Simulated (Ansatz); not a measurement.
# CH6AlFSi (SMILES C[SiH2][AlH][F]): BLYP/6-31G(d) (spherical functions)

Aim: the vertical ionisation energy of CH6AlFSi at BLYP/6-31G* (spherical functions), from 2 runs. 

Program for the calculation: Ansatz 0.2.0.

128 further runs of the same task are left out: 128 set aside as unsound or not needed.

### Step 1. The molecule

CH6AlFSi has 10 atoms, charge 0, and is taken as a singlet. SMILES: `C[SiH2][AlH][F]`. Geometry: relaxed at PBE0-D4/def2-TZVP. This is one conformer, not always the lowest.

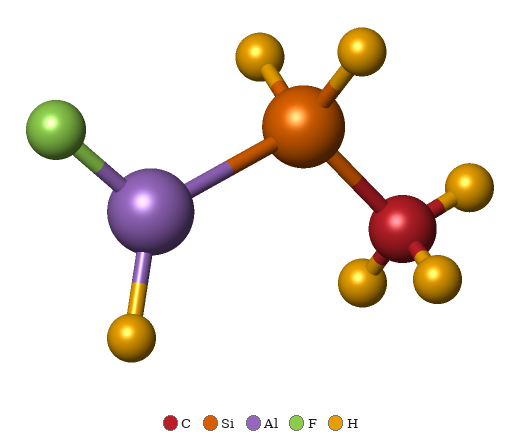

Viewed from a chosen angle; carbon red, silicon orange, aluminium purple, fluorine green, hydrogen amber.

### Step 2. The energy at BLYP/6-31G(d) (spherical functions)

run.yaml reads:

```yaml
basis:
  gaussian:
    orbitals: 6-31G_st_-spherical.json
crystal:
  periodic: [false, false, false]
  atoms:
    - {symbol: C, position_ang: [0.209300, 1.522100, -0.549700]}
    - {symbol: Si, position_ang: [-0.487300, 0.185700, 0.578100]}
    - {symbol: Al, position_ang: [0.320500, -2.061900, 0.018500]}
    - {symbol: F, position_ang: [-0.271300, -3.324400, 0.910100]}
    - {symbol: H, position_ang: [-0.171000, 2.504900, -0.262800]}
    - {symbol: H, position_ang: [-0.069900, 1.340800, -1.589900]}
    - {symbol: H, position_ang: [1.299800, 1.551100, -0.495300]}
    - {symbol: H, position_ang: [-1.978700, 0.198000, 0.509600]}
    - {symbol: H, position_ang: [-0.129200, 0.490400, 1.995500]}
    - {symbol: H, position_ang: [1.361100, -2.457900, -1.111000]}
hamiltonian:
  xc: {name: BLYP}
accuracy: high
output: {orbitals: {seedname: orbitals}}
```

The basis set 6-31G* is read from a file made from the Basis Set Exchange's data (not shown).

On the command line:

```
$ ansatz run run.yaml --threads 1 --pin off --max-ram 3480MiB --events-out events.jsonl --progress --plain --runs-dir runs
```

Output:

```text
Warning: RAYON_NUM_THREADS=1 ignored (pool sized by the plan → 1); use --threads N
Functional definition: BLYP
  name "BLYP"
  parameter beta = 0.0042
  parameter a = 0.04918
  parameter b = 0.132
  parameter c = 0.2533
  parameter d = 0.349
  exchange = b88_x(beta = beta)
  correlation = lyp_c(a = a, b = b, c = c, d = d)
1733 factors; integrals over basis functions are off by at most 7.2e-9 eV
mean field evaluation 1: about -18316.9324 eV, gradient 6.3e1 eV
mean field evaluation 2: about -18290.4562 eV, gradient 1.3e2 eV
mean field evaluation 4: about -18325.4643 eV, gradient 8.4e0 eV
mean field evaluation 8: about -18325.6198 eV, gradient 4.2e-1 eV
mean field evaluation 16: about -18325.6202 eV, gradient 2.9e-5 eV
mean field -18325.62020702 eV, -673.4541210566 hartree, gradient 6.7e-8 eV, S^2 0.000000; 0 other end points of the search recorded, 0 dependent functions left out
reference -18325.62026906 eV, -673.4541233364 hartree; 24, 24 occupied and 52, 52 virtual orbitals, 1733 factors
Total energy: -18325.62026906 eV, -673.4541233364 hartree
```

It took 6.9 s on 1 thread of Arm Neoverse V1, shared host; peak memory 0.2 GiB.

### Step 3. The doublet cation, same level

job.yaml reads:

```yaml
crystal:
  periodic: [false, false, false]
  atoms:
    - {symbol: C, position_ang: [0.209300, 1.522100, -0.549700]}
    - {symbol: Si, position_ang: [-0.487300, 0.185700, 0.578100]}
    - {symbol: Al, position_ang: [0.320500, -2.061900, 0.018500]}
    - {symbol: F, position_ang: [-0.271300, -3.324400, 0.910100]}
    - {symbol: H, position_ang: [-0.171000, 2.504900, -0.262800]}
    - {symbol: H, position_ang: [-0.069900, 1.340800, -1.589900]}
    - {symbol: H, position_ang: [1.299800, 1.551100, -0.495300]}
    - {symbol: H, position_ang: [-1.978700, 0.198000, 0.509600]}
    - {symbol: H, position_ang: [-0.129200, 0.490400, 1.995500]}
    - {symbol: H, position_ang: [1.361100, -2.457900, -1.111000]}
basis:
  gaussian: {orbitals: 6-31G_st_-spherical.json}
hamiltonian: {xc: {name: BLYP}}
total_charge: 1
accuracy: high
output: {orbitals: {seedname: orbitals}}
magnetization: {spin_polarized: true, initial_magnetization: 1}
```

The basis set 6-31G* is read from a file made from the Basis Set Exchange's data (not shown).

On the command line:

```
$ ansatz run job.yaml --threads 1 --pin off --max-ram 3480MiB --events-out events.jsonl --progress --plain --runs-dir runs
```

Output:

```text
Warning: RAYON_NUM_THREADS=1 ignored (pool sized by the plan → 1); use --threads N
Functional definition: BLYP
  name "BLYP"
  parameter beta = 0.0042
  parameter a = 0.04918
  parameter b = 0.132
  parameter c = 0.2533
  parameter d = 0.349
  exchange = b88_x(beta = beta)
  correlation = lyp_c(a = a, b = b, c = c, d = d)
1733 factors; integrals over basis functions are off by at most 7.2e-9 eV
mean field evaluation 1: about -18298.6529 eV, gradient 6.7e1 eV
mean field evaluation 2: about -18096.1367 eV, gradient 1.8e2 eV
mean field evaluation 4: about -18313.6525 eV, gradient 2.1e1 eV
mean field evaluation 8: about -18316.5567 eV, gradient 4.7e-1 eV
mean field evaluation 16: about -18316.5458 eV, gradient 2.1e-4 eV
mean field evaluation 32: about -18314.3022 eV, gradient 7.2e0 eV
mean field -18316.54581028 eV, -673.1206431271 hartree, gradient 5.1e-8 eV, S^2 0.753768; 2 other end points of the search recorded, 0 dependent functions left out
reference -18316.54587212 eV, -673.1206453999 hartree; 24, 23 occupied and 52, 53 virtual orbitals, 1733 factors
Total energy: -18316.54587212 eV, -673.1206453999 hartree
```

It took 12 s on 1 thread of Arm Neoverse V1, shared host; peak memory 0.27 GiB.

### Step 4. Results

Level: BLYP/6-31G* (spherical functions).

```
                                          quantity          value
                    singlet CH6AlFSi: total energy  -673.45412 Eh
                     singlet CH6AlFSi: HOMO energy       -6.09 eV
                     singlet CH6AlFSi: LUMO energy       -2.00 eV
                   singlet CH6AlFSi: HOMO–LUMO gap        4.09 eV
                      doublet cation: total energy  -673.12065 Eh
doublet cation: HOMO energy (highest over α and β)      -12.93 eV
 doublet cation: LUMO energy (lowest over α and β)      -12.02 eV
                              doublet cation: ⟨S²⟩          0.754
vertical ionisation energy (to the doublet cation)       9.074 eV
```

Removing an electron at fixed nuclei costs 9.07 eV (876 kJ/mol). The negative HOMO energy of the first species, 6.09 eV, lies 2.98 eV below that difference.
